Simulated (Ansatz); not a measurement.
The parent structure is InAgTe₂ in the chalcopyrite structure (space group I-42d, No. 122; a = 6.432 Å, c = 12.766 Å).

Now apply this change: every lattice vector is shortened by 3.00 %, atoms relaxed at fixed cell.

Method: PBEsol in Ansatz (plane waves to 420 eV, PAW, scalar-relativistic without spin-orbit coupling).

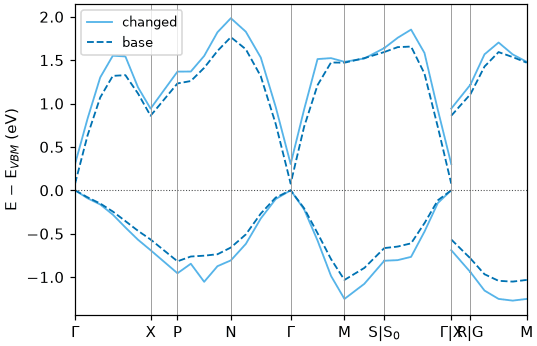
Highest valence and lowest conduction band along the path, each from its own valence-band maximum

The gap is 0.30 eV, direct at Γ; the base has 0.08 eV.

Spin-orbit coupling, missing from the scalar runs, can matter with Te. The cells carry an imposed strain or load. Stability against distortions was not tested. The zero or small gap of InAgTe2 can change with the level of theory.

Ansatz is an electronic-structure program.
